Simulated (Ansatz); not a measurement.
# PtSe2 monolayer (2H): phonons and vibrational spectra

Task: relax PtSe2 monolayer (2H), then find its harmonic phonons.

Method: DFT LDA, scalar-relativistic, plane waves, PAW; PAW set soft_1, in Ansatz 0.2.0.

## Step 1: Starting point

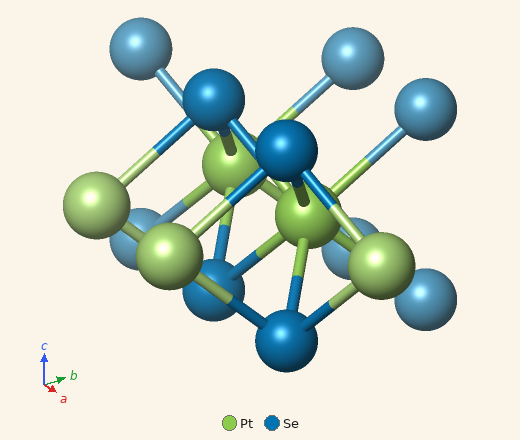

The starting structure, seen slightly off an axis (platinum green, selenium blue). 2×1×1 cells are drawn. Some periodic images of atoms are drawn too.

The cell holds 3 atoms: 1 Pt and 2 Se. Its edges and angles: a = 3.650 Å, b = 3.650 Å, c = 20.000 Å, α = 90.0°, β = 90.0°, γ = 120.0°. It derives from PtSe2. Vacuum lies along c.

## Step 2: Rough relaxation

A rough relaxation comes first, because large forces or stress need no tight tolerances yet.

The program solves this slab on a cell height of its own, 30.5 Å, in place of the one typed.

Input file input.yaml:

```yaml
crystal:
  lattice:
    - [3.65, 0.0, 0.0]
    - [-1.825, 3.16099, 0.0]
    - [0.0, 0.0, 20.0]
  atoms:
    - { symbol: Pt, position: [0.333333, 0.666667, 0.5] }
    - { symbol: Se, position: [0.666667, 0.333333, 0.58325] }
    - { symbol: Se, position: [0.666667, 0.333333, 0.41675] }
  periodic: [true, true, false]
kpoints:
  mp_grid: { grid: [6, 6, 1] }
hamiltonian:
  xc: lda
  pseudopotentials: { kind: paw, azcp: { folder: soft_1 }, xc_functional: pbe }
scf:
  occupations: { method: gaussian, width: 0.1 }
output:
  forces: true
  stress: true
  eigenvalues: true
relax:
  adjacent_minimum: "off"
  f_tol: 0.05
  max_steps: 80
  cell: { stress_2d_tol: 0.02 }
```

Started as:

```sh
$ ansatz run input.yaml --threads 8 --pin off --max-ram 16384MiB --backend cpu --events-out ev --progress --plain --runs-dir out
```

Numbers of over 12 decimals in the logs are rounded to 6 here.

The program printed:

```text
[...]
F+E_penalty+E_count = -23012.44980052 eV   max|allowed force component| = 9.247e-5 eV/Å   (the final SCF, on the basis selected at the relaxed cell)
  cell:  # Å, volume = 326.0566 Å³
    - [3.515736, 0, 0.0]
    - [-1.757868, 3.044716, 0.0]
    - [0.0, 0.0, 30.46]
  atoms:
    - { symbol: Pt, position: [0.333333, 0.666667, 0.328299] }
    - { symbol: Se, position: [0.666667, 0.333333, 0.377107] }
    - { symbol: Se, position: [0.666667, 0.333333, 0.279492] }
[key lines of the parts left out:]
SCF converged after 7 iterations
Free energy (F): -23012.449801 eV
Fermi energy:    -5.087214 eV
P = ½ c Tr σ = -0.0004 N/m
```

Elapsed: 17 s, on 8 threads of Arm Neoverse N1, shared host; peak memory 0.69 GiB; 1.9 min of CPU time.

The steps of the relaxation:

```csv
step,energy less that of the first step (eV),largest force component (eV/Å),volume (Å³)
1,0.0000,2.2705,351.44
2,-0.6630,0.4724,344.19
3,-0.7046,0.2956,331.75
4,-0.7143,0.0385,328.36
5,-0.7151,0.0037,325.78
6*,-0.7140,0.0031,325.78
7,-0.7140,0.0001,326.06
8*,-0.7140,0.0001,326.06
```

Relaxation steps marked * repeat the geometry before them on a plane-wave basis chosen anew for their cell, so energy and pressure can jump there.

Forces are held to the 12 operations that the run works with; a distortion that breaks them can't arise in this run.

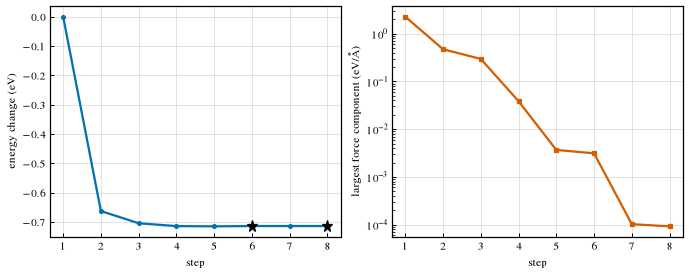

Energy and largest force along the relaxation. Stars mark steps on a basis chosen anew.

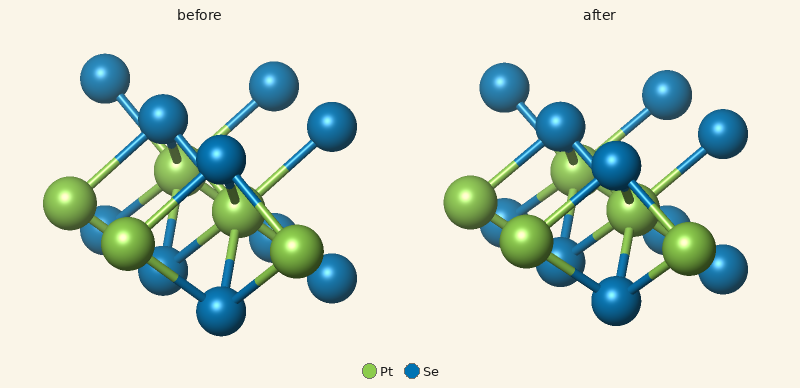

The structure before and after the relaxation, drawn at the same scale.

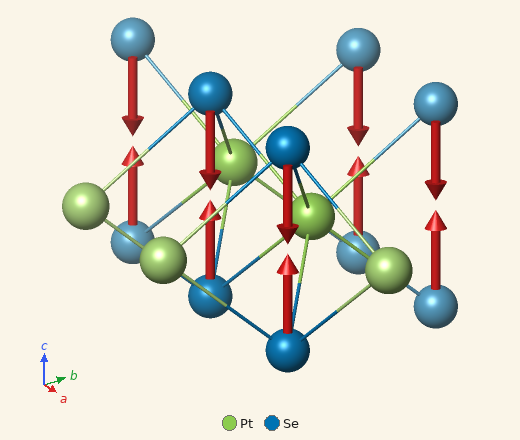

Displacements in the relaxation, exaggerated, measured against the changing cell; the longest in the cell stands for 0.18 Å. 2×1×1 cells are drawn. Some periodic images of atoms are drawn too.

```
cell as run  before  after  change
      a (Å)   3.650  3.516  -3.7 %
      b (Å)   3.650  3.516  -3.7 %
```

The atoms that moved most (Å, along periodic axes as changes of fractional coordinates times the final cell, across vacuum about the mean position):

```
atom     dx     dy      dz  length
 Se3  0.000  0.000   0.178   0.178
 Se2  0.000  0.000  -0.178   0.178
```

The relaxed structure:

```xyz
3
Lattice="3.5157 0.0000 0.0000 -1.7579 3.0447 0.0000 0.0000 0.0000 30.4600" Properties=species:S:1:pos:R:3
Pt    0.0000    2.0298   10.0000
Se    1.7579    1.0149   11.4867
Se    1.7579    1.0149    8.5133
```

Numbers from this step:

| Quantity | Value |
| --- | --- |
| gap on the k-mesh | 0 eV |
| area per atom | 3.568 Å² |

The relaxation ends with a largest force component of 9.2e-5 eV/Å.

## Step 3: Relaxation

The cell and atoms are relaxed, since residual forces and stress would shift the frequencies.

Input file input.yaml:

```yaml
crystal:
  lattice:
    - [3.5157356162, 0.0, 0.0]
    - [-1.7578678081, 3.0447163567, 0.0]
    - [0.0, 0.0, 30.46]
  atoms:
    - { symbol: Pt, position: [0.3333333333, 0.6666666667, 0.3282994091] }
    - { symbol: Se, position: [0.6666666667, 0.3333333333, 0.3771066007] }
    - { symbol: Se, position: [0.6666666667, 0.3333333333, 0.2794922174] }
  periodic: [true, true, false]
kpoints:
  mp_grid: { grid: [15, 15, 1] }
hamiltonian:
  xc: lda
  pseudopotentials: { kind: paw, azcp: { folder: soft_1 }, xc_functional: pbe }
scf:
  occupations: { method: gaussian, width: 0.1 }
output:
  forces: true
  stress: true
  eigenvalues: true
  write_density: true
  write_potential: true
  elf: true
  volumetric_format: npy
relax:
  adjacent_minimum: "off"
  f_tol: 0.005
  max_steps: 80
  cell: { stress_2d_tol: 0.02 }
```

The program printed:

```text
[...]
Crystal: 3 atoms, lattice volume = 326.057 Å³
Basis set: ecut = 420 eV, 6335 PW (Γ)
Bands: 30, of which v1, the nominal top of the filled ones, is band 25 counted from 1 (24 counted from 0)
Symmetry: 12 space group operations
[...]
k-points: 27 of 225 (time reversal used)
[...]
SCF iter   1: F=—  HF=-23013.086306 eV  |F-HF|=—  |Δ(HF+E_count)|=         —  Δρ=2.99e-2  dr2=3.10e0  ethr=3.10e-3  ⟨swp⟩=13.8  Hψ=5061  notcnv=0
[...]
SCF iter   9: F=-23012.438151 eV  HF=-23012.438151 eV  |F-HF|=1.75e-9  |Δ(HF+E_count)|=  5.89e-10  Δρ=1.26e-7  dr2=7.92e-11  ethr=5.35e-12  ⟨swp⟩=9.0  Hψ=5902  notcnv=0
SCF 1 converged in 9 iterations: F = -23012.438151 eV  dr2 = 7.92e-11
[...]
relax step   1: F+E_penalty+E_count = -23012.43815070 eV  Δ(F+E_penalty+E_count) = +0.000e0 eV  max|allowed force component| = 3.821e-2 eV/Å  Δτ_max = 0.0000 Å  P = +0.113 N/m  Ω = 326.057 Å³  fix = [c, alpha, beta]  reactions: c +0.000 N/m  (9 SCF iters, dr2 threshold 1.00e-7 eV, accepted)
Crystal: 3 atoms, lattice volume = 327.474 Å³
[...]
SCF iter   5: F=-23012.438637 eV  HF=-23012.438637 eV  |F-HF|=2.75e-8  |Δ(HF+E_count)|=   2.43e-7  Δρ=1.02e-6  dr2=7.87e-9  ethr=1.82e-10  ⟨swp⟩=19.5  Hψ=8287  notcnv=0
SCF 2 converged in 5 iterations: F = -23012.438637 eV  dr2 = 7.87e-9
relax step   2: F+E_penalty+E_count = -23012.43863679 eV  Δ(F+E_penalty+E_count) = -4.861e-4 eV  max|allowed force component| = 1.673e-2 eV/Å  Δτ_max = 0.0089 Å  P = +0.132 N/m  Ω = 327.474 Å³  energy of the carried Pulay correction = -6.084e-5 eV  fix = [c, alpha, beta]  reactions: c +0.000 N/m  (5 SCF iters, dr2 threshold 9.12e-8 eV, accepted)
Crystal: 3 atoms, lattice volume = 328.108 Å³
Basis set: ecut = 420 eV, 6371 PW (Γ)
[...]
SCF iter   4: F=-23012.438690 eV  HF=-23012.438690 eV  |F-HF|=1.22e-8  |Δ(HF+E_count)|=   3.99e-9  Δρ=5.20e-7  dr2=7.67e-10  ethr=5.16e-11  ⟨swp⟩=19.1  Hψ=8010  notcnv=0
SCF 3 converged in 4 iterations: F = -23012.438690 eV  dr2 = 7.67e-10
relax step   3: F+E_penalty+E_count = -23012.43869007 eV  Δ(F+E_penalty+E_count) = -5.327e-5 eV  max|allowed force component| = 3.768e-3 eV/Å  Δτ_max = 0.0010 Å  P = +0.024 N/m  Ω = 328.108 Å³  energy of the carried Pulay correction = -8.796e-5 eV  fix = [c, alpha, beta]  reactions: c +0.000 N/m  (4 SCF iters, dr2 threshold 2.58e-8 eV, accepted)
[...]
relax step   4: F+E_penalty+E_count = -23012.43868777 eV  Δ(F+E_penalty+E_count) = +2.299e-6 eV  max|allowed force component| = 1.286e-5 eV/Å  Δτ_max = 0.0001 Å  P = +0.000 N/m  Ω = 328.220 Å³  energy of the carried Pulay correction = -9.276e-5 eV  fix = [c, alpha, beta]  reactions: c +0.000 N/m  (4 SCF iters, dr2 threshold 8.36e-10 eV, accepted)
[...]
SCF iter   7: F=-23012.438776 eV  HF=-23012.438776 eV  |F-HF|=2.18e-11  |Δ(HF+E_count)|=  2.18e-11  Δρ=1.46e-8  dr2=4.81e-13  ethr=1.00e-12  ⟨swp⟩=14.5  Hψ=5712  notcnv=0
SCF 5 converged in 7 iterations: F = -23012.438776 eV  dr2 = 4.81e-13
relax step   5: F+E_penalty+E_count = -23012.43877597 eV  Δ(F+E_penalty+E_count) = -8.820e-5 eV  max|allowed force component| = 4.038e-5 eV/Å  Δτ_max = 0.0000 Å  P = +0.000 N/m  Ω = 328.220 Å³  fix = [c, alpha, beta]  reactions: c +0.000 N/m  stress off target by 6.28e-5 N/m on what of the cell is left free  SCF on the basis re-selected at this cell (its energy is not comparable with the rows above)  (7 SCF iters)
[...]
WARN: The output density's exchange-correlation potential varies sharply where the density is thin. Do not read a vacuum level from v_tot or v_xc, or from such a field of the output density. On a cell that repeats whose density bears no net charge and no dipole along the vacuum's axis use v_es (v_loc + v_h of the components); under efield.dipole_correction with no amplitude use v_es + v_field, which holds any externa [...]
SCF converged after 7 iterations
Free energy (F): -23012.438776 eV
[...]
Internal energy: -23012.432527 eV  (E = F + TS)
E sigma→0 (E₀):  -23012.435652 eV
Entropy (-TS):   -0.006249 eV (-2.083 meV/atom)
Fermi energy:    -4.947781 eV
[...]
--- Forces (eV/Å), atoms counted from 1 ---
  atom   1  Pt     0.00000000     0.00000000     0.00000000
  atom   2  Se     0.00000000    -0.00000000    -0.00004038
  atom   3  Se     0.00000000    -0.00000000     0.00004038
  max |Σ_I F_I| component: 2.88e-16 eV/Å
--- 2D stress c σ (N/m, compression-positive) ---
        0.000063       0.000000       0.000000
        0.000000       0.000063       0.000000
        0.000000       0.000000       0.000000
  P = ½ c Tr σ = 0.0001 N/m
--- Band table (eV; the first three rows and the last of 27) ---
  k-point 0: bands = [... 21 lower, -7.6577, -6.7746, -4.2482, -4.2482, -3.9843, -3.9843, -2.1752, -0.4587, ... 1 higher]
  k-point 1: bands = [... 21 lower, -7.7081, -6.6979, -4.4762, -4.2777, -4.2021, -4.0981, -1.8378 (-1.8378°), -0.3748, ... 1 higher]
  k-point 2: bands = [... 21 lower, -7.8641, -6.5472, -4.9387, -4.8208, -4.4051, -4.0787, -1.2013 (-1.2013°), -0.1529, ... 1 higher]
  k-point 26: bands = [... 21 lower, -8.6822, -8.2168, -7.9872, -5.6271, -4.5862, -3.6561, -0.5217, -0.1429, ... 1 higher]
  ° read free of the cell's end (the report's vacuum.weakly_bound_levels)
--- Relaxed structure (4 steps of the walk, 4 accepted, 1 SCFs on fresh bases) ---
[...]
cell:  # Å, volume = 328.2199 Å³
    - [3.527380, 6.4637300371922155e-19, 0]
    - [-1.763690, 3.054800, 0]
    - [0, 0, 30.46]
  atoms:
    - { symbol: Pt, position: [0.333333, 0.666667, 0.328299] }
    - { symbol: Se, position: [0.666667, 0.333333, 0.376779] }
    - { symbol: Se, position: [0.666667, 0.333333, 0.279820] }
```

It took 37 s on 8 threads; peak memory 0.87 GiB.

Relaxation path:

```csv
step,energy less that of the first step (eV),largest force component (eV/Å),volume (Å³)
1,0.0000,0.0382,326.06
2,-0.0005,0.0167,327.47
3,-0.0005,0.0038,328.11
4,-0.0005,0.0000,328.22
5*,-0.0006,0.0000,328.22
```

Relaxation steps marked * repeat the geometry before them on a plane-wave basis chosen anew for their cell, so energy and pressure can jump there.

The run keeps the 12 symmetry operations that it works with, so distortions that break them were not tested.

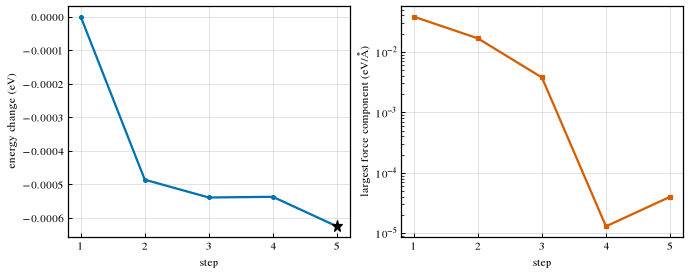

Energy and largest force along the relaxation. Stars mark steps on a basis chosen anew.

| cell as run | before | after | change |
| --- | --- | --- | --- |
| a (Å) | 3.516 | 3.527 | +0.3 % |
| b (Å) | 3.516 | 3.527 | +0.3 % |

Final coordinates:

```cif
data_structure
_symmetry_space_group_name_H-M 'P 1'
_symmetry_Int_Tables_number 1
_cell_length_a 3.5274
_cell_length_b 3.5274
_cell_length_c 30.4600
_cell_angle_alpha 90.000
_cell_angle_beta 90.000
_cell_angle_gamma 120.000
_cell_volume 328.22
loop_
_atom_site_label
_atom_site_type_symbol
_atom_site_fract_x
_atom_site_fract_y
_atom_site_fract_z
_atom_site_occupancy
Pt1 Pt 0.33333 0.66667 0.32830 1
Se2 Se 0.66667 0.33333 0.37678 1
Se3 Se 0.66667 0.33333 0.27982 1
```

This step gave:

| Item | Value |
| --- | --- |
| area per atom | 3.592 Å² |

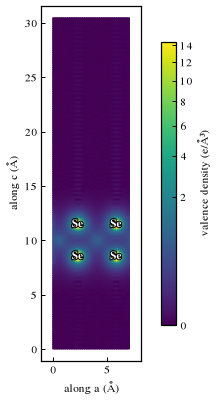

Valence density in the ac plane at fractional y = 0.333, with atoms of Se within 0.2 Å of it. It is the smooth field of the valence electrons, not physical close to the nuclei. The colour scale is stretched toward low values.

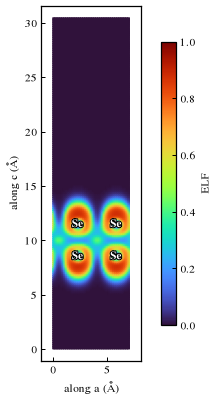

ELF in the ac plane at fractional y = 0.333, with atoms of Se within 0.2 Å of it. It is the smooth field of the valence electrons, not physical close to the nuclei.

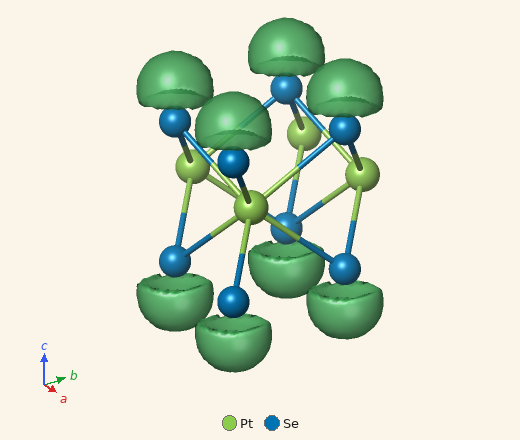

Surface of ELF = 0.8. 2×2×1 cells are drawn.

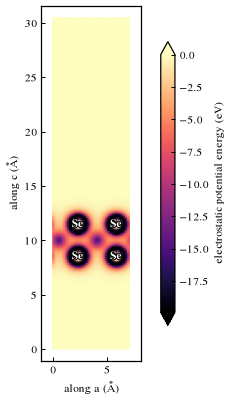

Electrostatic potential energy in the ac plane at fractional y = 0.333, with atoms of Se within 0.2 Å of it. With pseudopotentials it is smooth inside the atoms' cores, unlike the true potential.

The cell grew by 0.3 % in its periodic edges. First to last step the energy falls by 0.001 eV, across changes of basis; the largest move, 0.010 Å, is that of Se3 and 1 other atom alike.

## Step 4: Relaxing to small forces for the phonons

Phonons need a cell at rest on their own settings, so the relaxation is repeated with tight tolerances on forces and stress on the k mesh and occupations of the first response run.

input.yaml, the sections that differ from step 3:

```yaml
crystal:
  lattice:
    - [3.5273796371, 0.0, 0.0]
    - [-1.7636898186, 3.0548003745, 0.0]
    - [0.0, 0.0, 30.46]
  atoms:
    - { symbol: Pt, position: [0.3333333333, 0.6666666667, 0.3282994091] }
    - { symbol: Se, position: [0.6666666667, 0.3333333333, 0.3767790081] }
    - { symbol: Se, position: [0.6666666667, 0.3333333333, 0.27981981] }
  periodic: [true, true, false]
kpoints:
  mp_grid: { grid: [18, 18, 1] }
scf:
  occupations: { method: methfessel_paxton, width: 0.2 }
relax:
  adjacent_minimum: "off"
  f_tol: 0.001
  max_steps: 60
  cell: { stress_2d_tol: 0.002 }
# hamiltonian, output: as in step 3
```

The program printed:

```text
[...]
Crystal: 3 atoms, lattice volume = 328.220 Å³
Basis set: ecut = 420 eV, 6371 PW (Γ)
Bands: 30, of which v1, the nominal top of the filled ones, is band 25 counted from 1 (24 counted from 0)
Symmetry: 12 space group operations
[...]
k-points: 37 of 324 (time reversal used)
[...]
° read free of the cell's end (the report's vacuum.weakly_bound_levels)
--- Relaxed structure (5 steps of the walk, 5 accepted, 1 SCFs on fresh bases) ---
[...]
cell:  # Å, volume = 328.7333 Å³
    - [3.530137, 2.8890106343608613e-11, 0]
    - [-1.765069, 3.057188, 0]
    - [0, 0, 30.46]
  atoms:
    - { symbol: Pt, position: [0.333333, 0.666667, 0.328299] }
    - { symbol: Se, position: [0.666667, 0.333333, 0.376713] }
    - { symbol: Se, position: [0.666667, 0.333333, 0.279885] }
[key lines of the parts left out:]
SCF converged after 8 iterations
Free energy (F): -23012.429237 eV
Fermi energy:    -4.962498 eV
P = ½ c Tr σ = -0.0000 N/m
```

The job ended after 54 s (8 threads; peak memory 0.93 GiB; 6.9 min of CPU time).

Little changed from the start: no atom moved by 0.005 Å and no cell edge by 0.1 %.

Numbers from this step:

- area per atom: 3.597 Å²

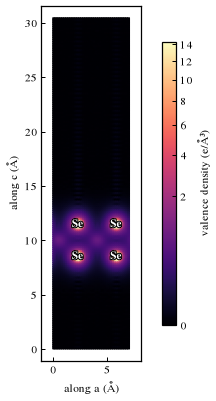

Valence density in the ac plane at fractional y = 0.333, with atoms of Se within 0.2 Å of it. It is the smooth field of the valence electrons, not physical close to the nuclei. The colour scale is stretched toward low values.

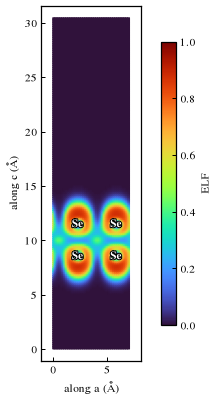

ELF in the ac plane at fractional y = 0.333, with atoms of Se within 0.2 Å of it. It is the smooth field of the valence electrons, not physical close to the nuclei.

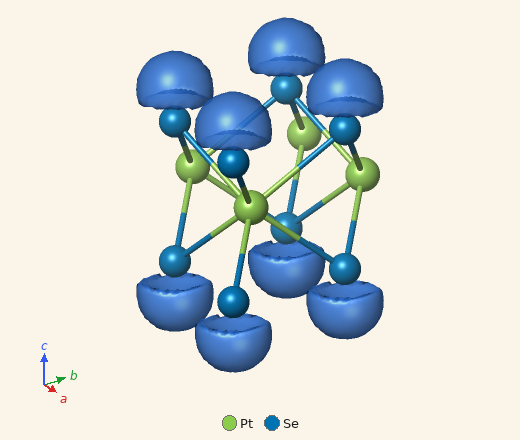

Surface of ELF = 0.8. 2×2×1 cells are drawn.

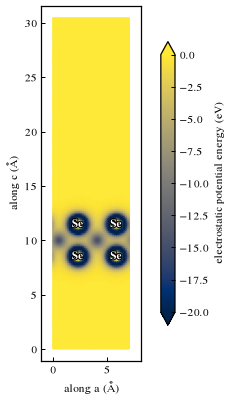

Electrostatic potential energy in the ac plane at fractional y = 0.333, with atoms of Se within 0.2 Å of it. With pseudopotentials it is smooth inside the atoms' cores, unlike the true potential.

The largest force component left is 0.014 meV/Å, within the tolerances set.

(Continued in part 2 of 2.)

[Logs are printed without paths, hosts, clocks, repeated set-up lines and the standing remarks that a program may print on its own settings, such as how far it seeks lower states.]

[Hosts, paths, dates, database ids (printed as entryN), source tags and the programs' standing remarks are cut or masked in the printed files.]
